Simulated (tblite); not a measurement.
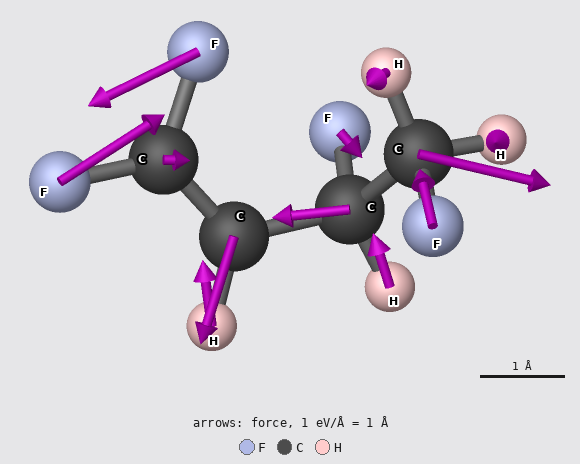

Starting geometry of C₄H₄F₄ with the computed forces as purple arrows. Style: ball-and-stick. Shown at a tilt.

The calculation used GFN2-xTB geometry optimisation, gas phase in tblite 0.8.0. 

Q: Is this structure relaxed? If not, where do the atoms go?

A: It isn't relaxed: the largest force vector, on a C atom, is 1.67 eV/Å. The final displacements follow the starting forces only in part (cosine between the two patterns 0.37). Over 60 geometry steps the energy falls by 6.61 kcal/mol. The atom that moves furthest after the best rigid fit is an F atom (0.25 Å). Largest moves by element: F 0.25 Å, H 0.19 Å, C 0.09 Å. Some distances before and after: C–F 1.350 → 1.322 Å, C–H 1.101 → 1.076 Å, C–C 1.514 → 1.535 Å, C–H 1.115 → 1.096 Å. Among the angles between lasting bonds that change: C–C–F 117.9° → 126.3°, F–C–F 117.6° → 109.7°, C–C–H 103.8° → 110.1°.
